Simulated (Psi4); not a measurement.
**GeH3Cl (chlorogermane) at BP86/pcseg-0 (sweep point 1)**

Aim: the vertical electron affinity of GeH3Cl (chlorogermane) at BP86/pcseg-0 (sweep point 1), from 2 runs. 

The calculation is run with Psi4 1.11.

**1. The molecule**

GeH3Cl: 5 atoms, total charge 0, spin state singlet. As SMILES, `[Cl][GeH3]`. The coordinates come from a PBE0-D4/def2-TZVP relaxation.

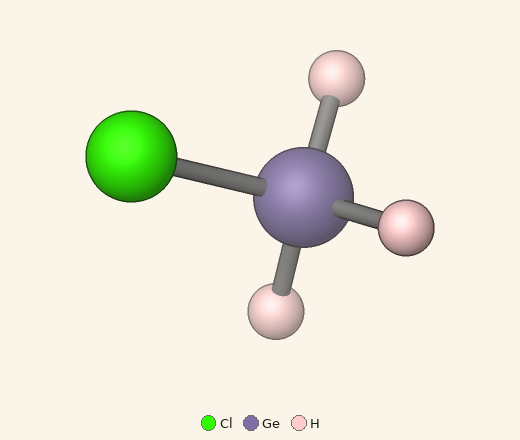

The structure, seen from a chosen angle (chlorine green, germanium purple, hydrogen pink).

**2. A single-point energy at BP86/pcseg-0 (sweep point 1)**

Contents of calc.dat:

```
memory 1600 mb

molecule {
  Cl    -3.54474826    -0.04743213     1.21188136
  Ge     0.30575769    -0.02626719    -0.11451740
  H      0.30311207     1.24003828    -2.71761514
  H      1.16974047    -2.78488939    -0.26569549
  H      1.86043537     1.47946658     1.80790098
  units au
  symmetry c1
}

set basis pcseg-0
set reference rks
set puream true
set scf_type pk
set dft_radial_points 99
set dft_spherical_points 590

e_tot, wfn = energy("bp86", return_wfn=True)
```

Command:

```sh
psi4 -i calc.dat -o calc.out -n 1
```

calc.out:

```text
[...]
  Running in c1 symmetry.
[...]
  Nuclear repulsion =  176.393822154375727
[...]
  Multiplicity = 1
[...]
  Nalpha       = 26
  Nbeta        = 26
[...]
    Number of basis functions: 41
[...]
   @RKS iter   1: -2535.43526963456952   -2.34639e+00   3.11313e-02 DIIS/ADIIS
[...]
   @RKS iter   8: -2536.22751641527975   -1.27507e-08   4.65291e-08 DIIS
[...]
    Orbital Energies [Eh]
    ---------------------
    Doubly Occupied:
       1A   -396.949655     2A   -100.670358     3A    -48.664448
       4A    -43.806614     5A    -43.804802     6A    -43.804802
       7A     -9.061760     8A     -7.012976     9A     -7.001181
      10A     -7.001181    11A     -5.908320    12A     -4.237103
      13A     -4.230910    14A     -4.230910    15A     -1.134794
      16A     -1.129868    17A     -1.129867    18A     -1.124999
      19A     -1.124998    20A     -0.746407    21A     -0.537818
      22A     -0.361872    23A     -0.361862    24A     -0.348629
      25A     -0.272821    26A     -0.272818
[...]
  @RKS Final Energy: -2536.22751641527975
   => Energetics <=
    Nuclear Repulsion Energy =            176.3938221543757265
    One-Electron Energy =               -3879.0249239272993691
    Two-Electron Energy =                1275.0027117997419737
    DFT Exchange-Correlation Energy =    -108.5991264420981963
    Empirical Dispersion Energy =           0.0000000000000000
    VV10 Nonlocal Energy =                  0.0000000000000000
    Total Energy =                      -2536.2275164152797515
[...]
 Multipole Moments:
 ------------------------------------------------------------------------------------
     Multipole            Electronic (a.u.)      Nuclear  (a.u.)        Total (a.u.)
 ------------------------------------------------------------------------------------
 L = 1.  Multiply by 2.5417464519 to convert [e a0] to [Debye]
 Dipole X            :          2.5640607           -1.6106043            0.9534564
 Dipole Y            :          0.0139886           -0.0087801            0.0052085
 Dipole Z            :         -0.8835304            0.5550220           -0.3285084
 Magnitude           :                                                    1.0084761
[...]
```

It took 4.5 s on 1 thread of Intel Xeon 6975P-C (Granite Rapids), shared host; peak memory 0.48 GiB.

**3. The doublet anion**

Contents of clgeh3.in:

```
memory 1600 MB

molecule m {
  -1 2
  Cl    -3.54474826    -0.04743213     1.21188136
  Ge     0.30575769    -0.02626719    -0.11451740
  H      0.30311207     1.24003828    -2.71761514
  H      1.16974047    -2.78488939    -0.26569549
  H      1.86043537     1.47946658     1.80790098
  units bohr
  symmetry c1
}

set basis pcseg-0
set reference uks
set puream true
set scf_type pk
set dft_radial_points 99
set dft_spherical_points 590
set maxiter 150

result = energy("bp86")
```

Command:

```sh
psi4 clgeh3.in clgeh3.out -n 1
```

clgeh3.out:

```text
[...]
  Running in c1 symmetry.
[...]
  Nuclear repulsion =  176.393822154375727
[...]
  Multiplicity = 2
[...]
  Nalpha       = 27
  Nbeta        = 26
[...]
    Number of basis functions: 41
[...]
   @UKS iter   1: -2535.14159412149729   -2.05272e+00   3.38349e-02 DIIS/ADIIS
[...]
   @UKS iter  10: -2536.16035346586568   -5.13319e-09   2.49866e-07 DIIS
[...]
   @S^2 Observed:                7.520364066E-01
[...]
    Orbital Energies [Eh]
    ---------------------
    Alpha Occupied:
       1A   -396.660719     2A   -100.391759     3A    -48.375158
       4A    -43.516406     5A    -43.516106     6A    -43.516106
       7A     -8.785607     8A     -6.734212     9A     -6.726924
      10A     -6.726924    11A     -5.620787    12A     -3.945722
      13A     -3.945722    14A     -3.945445    15A     -0.844967
      16A     -0.843973    17A     -0.843971    18A     -0.839330
      19A     -0.839329    20A     -0.483177    21A     -0.285244
      22A     -0.119865    23A     -0.119856    24A     -0.100700
      25A     -0.029799    26A     -0.029797    27A      0.186906
    Alpha Virtual:
[...]
  @UKS Final Energy: -2536.16035346586568
   => Energetics <=
    Nuclear Repulsion Energy =            176.3938221543757265
    One-Electron Energy =               -3893.2373641352787672
    Two-Electron Energy =                1289.6019665330813950
    DFT Exchange-Correlation Energy =    -108.9187780180442502
    Empirical Dispersion Energy =           0.0000000000000000
    VV10 Nonlocal Energy =                  0.0000000000000000
    Total Energy =                      -2536.1603534658656827
[...]
 Multipole Moments:
 ------------------------------------------------------------------------------------
     Multipole            Electronic (a.u.)      Nuclear  (a.u.)        Total (a.u.)
 ------------------------------------------------------------------------------------
 L = 1.  Multiply by 2.5417464519 to convert [e a0] to [Debye]
 Dipole X            :          1.9010734           -1.6106043            0.2904692
 Dipole Y            :          0.0103340           -0.0087801            0.0015539
 Dipole Z            :         -0.6551177            0.5550220           -0.1000957
 Magnitude           :                                                    0.3072359
[...]
```

Run time: 5.7 s. Hardware: 1 thread of Intel Xeon 6975P-C (Granite Rapids), shared host; peak memory 0.48 GiB.

**4. Summary of results**

At BP86/pcseg-0 (sweep point 1):

```
                                         quantity           value
                     singlet GeH3Cl: total energy  -2536.22752 Eh
                    singlet GeH3Cl: dipole moment          2.56 D
                      singlet GeH3Cl: HOMO energy        -7.42 eV
                      singlet GeH3Cl: LUMO energy        -1.42 eV
                    singlet GeH3Cl: HOMO–LUMO gap         6.01 eV
                      doublet anion: total energy  -2536.16035 Eh
doublet anion: HOMO energy (highest over α and β)         5.09 eV
 doublet anion: LUMO energy (lowest over α and β)         5.91 eV
                              doublet anion: ⟨S²⟩           0.752
vertical electron affinity (to the doublet anion)       -1.828 eV
```

The anion lies 1.83 eV (176 kJ/mol) above the neutral: the electron isn't bound at this level, and such a value depends on the basis. Without diffuse functions anions come out too high. The HOMO (doublet anion) lies at positive energy, 5.09 eV, as semi-local functionals often give for anions; only total energies tell whether the electron is bound.
